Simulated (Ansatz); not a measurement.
# How many bands does the GW gap of YCrB4 (Pbam) need?, part 2 of 2

How do accuracy and time trade against each other in G0W0 on YCrB4 (Pbam)?

Ansatz 0.2.0; G0W0 on LDA, plane waves, PAW. Known limits of the many-body steps: not at the basis limit; mesh may overstate the screening; no spin polarisation; d states lean on the start; no spin-orbit coupling; coarse k mesh.

So far. Step 4 (988 empty bands, screening to 150 eV): Against the run with 2×2×4 mesh, 459 empty bands, screening to 90 eV, the gap moves by +0.017 eV.

### 5. Changing the frequency model: 2×2×4 mesh, 459 empty bands, screening to 90 eV, plasmon pole

A plasmon pole stands in for the full frequency dependence of the screening; this run shows what that costs in accuracy. Bands and cutoff differ from the step before, so it is read against an earlier run that matches them.

Contents of input.yaml:

```yaml
crystal:
  lattice:
    - [5.972, 0.0, 0.0]
    - [0.0, 11.46, 0.0]
    - [0.0, 0.0, 3.461]
  atoms:
    - { symbol: "Y", position: [0.1241200588, 0.1503666468, 0.0] }
    - { symbol: "Y", position: [0.8758799412, 0.8496333532, 0.0] }
    - { symbol: "Y", position: [0.6241200588, 0.3496333532, 0.0] }
    - { symbol: "Y", position: [0.3758799412, 0.6503666468, 0.0] }
    - { symbol: Cr, position: [0.1201299695, 0.421778839, 0.0] }
    - { symbol: Cr, position: [0.8798700305, 0.578221161, 0.0] }
    - { symbol: Cr, position: [0.6201299695, 0.078221161, 0.0] }
    - { symbol: Cr, position: [0.3798700305, 0.921778839, 0.0] }
    - { symbol: B, position: [0.2788786994, 0.3166664433, 0.5] }
    - { symbol: B, position: [0.7211213006, 0.6833335567, 0.5] }
    - { symbol: B, position: [0.7788786994, 0.1833335567, 0.5] }
    - { symbol: B, position: [0.2211213006, 0.8166664433, 0.5] }
    - { symbol: B, position: [0.4755978637, 0.1912257198, 0.5] }
    - { symbol: B, position: [0.5244021363, 0.8087742802, 0.5] }
    - { symbol: B, position: [0.9755978637, 0.3087742802, 0.5] }
    - { symbol: B, position: [0.0244021363, 0.6912257198, 0.5] }
    - { symbol: B, position: [0.3876900752, 0.0465439877, 0.5] }
    - { symbol: B, position: [0.6123099248, 0.9534560123, 0.5] }
    - { symbol: B, position: [0.8876900752, 0.4534560123, 0.5] }
    - { symbol: B, position: [0.1123099248, 0.5465439877, 0.5] }
    - { symbol: B, position: [0.3611603252, 0.4674623972, 0.5] }
    - { symbol: B, position: [0.6388396748, 0.5325376028, 0.5] }
    - { symbol: B, position: [0.8611603252, 0.0325376028, 0.5] }
    - { symbol: B, position: [0.1388396748, 0.9674623972, 0.5] }
kpoints:
  mp_grid: { grid: [2, 2, 4] }
hamiltonian:
  xc: lda
scf:
  occupations: { method: fixed }
gw:
  n_empty_bands: 459
  ecut_chi: 90
  qp_bands: [v4, c4]
  qp_kpoints: band_edges
  screening: { model: godby_needs }
```

On the command line:

```sh
$ ansatz run input.yaml --threads 2 --pin off --max-ram 92160MiB --backend cuda --events-out ev --progress --plain --runs-dir out --devices 1 --max-vram 13GiB
```

Numbers of over 12 decimals in the logs are rounded to 6 here.

The program printed:

```text
GPUs: using 1 of 1 available (devices: 1).
[...]
GPU FFT provider: cuFFT
GPU libraries: cuBLAS 13.8.2, cuFFT 12.4.0, cuSOLVER 12.3.4
Crystal: 24 atoms, lattice volume = 236.868 Å³
Basis set: ecut = 420 eV, 4603 PW (Γ)
Bands: 98, of which v1, the nominal top of the filled ones, is band 74 counted from 1 (73 counted from 0)
Symmetry: 8 space group operations
[...]
k-points: 12 of 16
[...]
0    78     14.7348   -12.6033    -4.6443   -18.0445  0.7747    15.5345    15.5317  root
[...]
11    75     13.7400   -21.0115    -3.7749   -26.1439  0.7243    15.1060    15.0974  root
    11    76     13.7400   -21.0115    -3.7749   -26.1439  0.7243    15.1060    15.0974  root
    11    77     14.6287   -17.8450    -5.4037   -24.4767  0.7341    15.8643    15.8566  root
    11    78     14.6287   -17.8450    -5.4037   -24.4767  0.7341    15.8643    15.8566  root
[key lines of the parts left out:]
SCF converged after 8 iterations
Free energy (F): -30687.602030 eV
Fermi energy:    13.374563 eV
```

It took 59 s on 1 × NVIDIA H100 80GB HBM3 (shared by 6 runs) with 2 threads of AMD EPYC 7R13 (Zen 3), shared host; peak memory 2.4 GiB; 100 s of CPU time.

Numbers from this step:

* bands summed: 533
* plasmon-pole fit frequency: 29.35 eV
* RPA ε∞ on this mesh (eigenvalues): 40.63, 41.89, 47.02
* plane waves in the screening matrix: 457
* G0W0 gap on the mesh: 0.3513 eV
* k of the valence top: -0.5, -0.5, 0
* k of the conduction bottom: 0, 0, 0.25
* starting gap on the mesh: 0.2907 eV
* least direct G0W0 gap on the computed points: 0.4475 eV

Against the run with 2×2×4 mesh, 459 empty bands, screening to 90 eV, the gap moves by +0.03 eV.

### 6. Changing the files: 2×2×4 mesh, 459 empty bands, screening to 90 eV, hard PAW files

Other atomic data (hard PAW) test the pseudisation: the cutoff goes from 420 to 930 eV, with the same valence electrons.

Edit input.yaml of step 5 so:

```diff
@@ -34,2 +34,3 @@
   xc: lda
+  pseudopotentials: { kind: paw, source: ansatz }
 scf:
@@ -41,2 +42,2 @@
   qp_kpoints: band_edges
-  screening: { model: godby_needs }
+  screening: { model: contour_deformation }
```

The program printed:

```text
GPUs: using 1 of 1 available (devices: 1).
[...]
GPU FFT provider: cuFFT
GPU libraries: cuBLAS 13.8.2, cuFFT 12.4.0, cuSOLVER 12.3.4
Crystal: 24 atoms, lattice volume = 236.868 Å³
Basis set: ecut = 930 eV, 15289 PW (Γ)
Bands: 98, of which v1, the nominal top of the filled ones, is band 74 counted from 1 (73 counted from 0)
Symmetry: 8 space group operations
[...]
k-points: 12 of 16
[...]
0    78     14.7948   -12.5977    -4.6912   -18.0388  0.7200    15.5554    15.5448  root
[...]
11    75     13.8023   -20.9967    -3.9770   -26.1337  0.6342    14.9575    14.9623  root
    11    76     13.8023   -20.9967    -3.9770   -26.1337  0.6342    14.9575    14.9623  root
    11    77     14.6882   -17.8386    -5.5800   -24.4710  0.6342    15.7082    15.7407  root
    11    78     14.6882   -17.8386    -5.5800   -24.4710  0.6342    15.7082    15.7407  root
[key lines of the parts left out:]
SCF converged after 11 iterations
Free energy (F): -30689.804594 eV
Fermi energy:    13.433544 eV
```

Wall time 92 s (1 × NVIDIA H100 80GB HBM3 (shared by 6 runs) with 2 threads); peak memory 3.6 GiB.

This step gave:

| Property | Result |
| --- | --- |
| bands summed | 533 |
| RPA ε∞ on this mesh (eigenvalues) | 40.55, 41.77, 46.94 |
| plane waves in the screening matrix | 457 |
| G0W0 gap on the mesh | 0.3257 eV |
| k of the valence top | -0.5, -0.5, 0 |
| k of the conduction bottom | 0, 0, 0.25 |
| starting gap on the mesh | 0.2926 eV |
| least direct G0W0 gap on the computed points | 0.4260 eV |

Against the run with 2×2×4 mesh, 459 empty bands, screening to 90 eV, the gap moves by +0.004 eV.

### 7. Convergence and cost

Times are wall times on 1 × NVIDIA H100 80GB HBM3 (shared by 6 runs) with 2 threads of AMD EPYC 7R13 (Zen 3), shared host, good to a factor of about two.

```csv
mesh,files,frequency,bands summed,cutoff (eV),start (eV),G0W0 (eV),time,host memory (GiB)
2×2×4,default PAW,contour deformation,236,45,0.291,0.320,28 s,1.4
2×2×4,default PAW,contour deformation,533,90,0.291,0.321,64 s,2.2
2×2×4,default PAW,contour deformation,1062,150,0.291,0.338,2.2 min,4.3
2×2×4,default PAW,plasmon pole,533,90,0.291,0.351,59 s,2.4
2×2×4,hard PAW,contour deformation,533,90,0.293,0.326,92 s,3.6
```

How the two edges are built up, in eV (the quasiparticle level is the starting level plus Σx plus Σc less Vxc):

```csv
run,edge,start,Σx,Σc,Vxc,Z,QP
236 bands,valence top,13.35,-21.84,0.88,-22.29,0.69,14.68
236 bands,conduction bottom,13.67,-16.98,-3.05,-21.37,0.70,15.00
533 bands,valence top,13.37,-21.80,0.51,-22.14,0.67,14.23
533 bands,conduction bottom,13.67,-16.98,-3.50,-21.37,0.68,14.55
1062 bands,valence top,13.37,-21.80,0.27,-22.14,0.66,13.99
1062 bands,conduction bottom,13.67,-16.98,-3.72,-21.37,0.68,14.33
```

 Where G0W0 reorders the edges (236 bands), the two states listed lie further apart at the start than the starting gap.

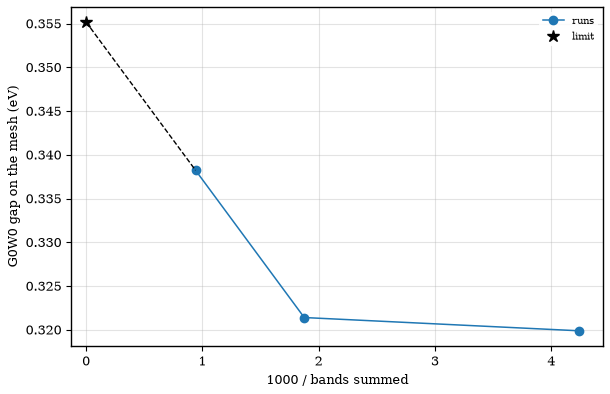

The gap against one over the number of bands; the dashed line carries the two highest rungs to the limit.

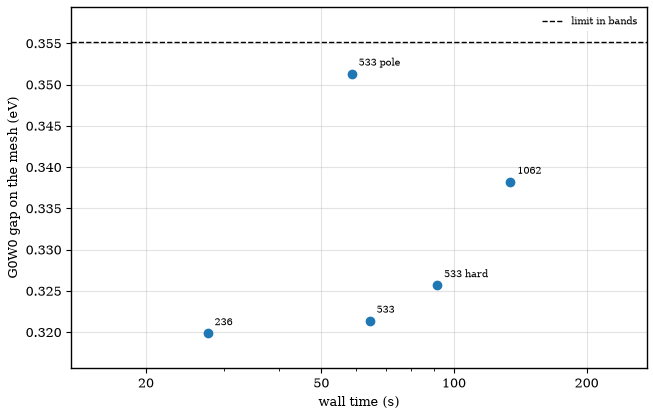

Result against wall time.

### 8. Outcome

```json
{
  "236 bands, 45 eV": "0.320 eV",
  "533 bands, 90 eV": "0.321 eV",
  "1062 bands, 150 eV": "0.338 eV",
  "estimated limit in bands and cutoff": "0.36 eV",
  "mesh and start": "2×2×4, LDA"
}
```

A line in one over the bands through the two highest rungs gives 0.36 eV, +0.02 eV from the top rung; the pair below can't check it, so it is rough. The rungs stand 0.04 eV (236 bands), 0.03 eV (533 bands) and 0.02 eV (1062 bands) from it. From 236 to 1062 bands the gap moves by +0.02 eV while the time grows 4.9-fold. The plasmon-pole model gives +0.03 eV against contour deformation, 97 % of the correction, and saved no time in this program. Hard PAW files move the gap by +0.004 eV at equal bands and cutoff, +0.002 eV of it in the start. The 2×2×4 mesh misses a band edge: over a band path and its finer mesh (run apart) the LDA gap is 0.17 eV, so the G0W0 gap over the zone may lie about 0.12 eV below its value on the mesh. The 2×2×4 mesh is coarse for this cell (its supercell is 12 Å along the shortest edge). The RPA ε∞ on it, from the LDA start, is 40.39, 41.49 and 46.89; such meshes misread the long-range screening, most where the gap is narrow. The RPA ε∞ on this mesh reaches over 25; with a narrow direct gap a coarse mesh can overstate it, and the correction is then too small. The runs have no spin polarisation. For a closed low-spin shell that is the natural state; where a d or f shell is open it is a constraint, and the gap is then not the crystal's own. With d states at the gap, one-shot GW leans hard on its start. The many-body steps are scalar-relativistic: spin-orbit coupling is not in them.

[Paths, hosts, dates, memory and timing lines, banners, echoed tables and standing remarks are left out of the program output.]

[Logs are printed without paths, hosts, clocks, repeated set-up lines and the standing remarks that a program may print on its own settings, such as how far it seeks lower states.]

[Runs of the session that timed out or met a known fault of the program may be left out.]

[Cells called generated may have been cut or substituted from an entry of the Crystallography Open Database or the Materials Project.]

[Hosts, paths, dates, database ids (printed as entryN), source tags and the programs' standing remarks are cut or masked in the printed files.]
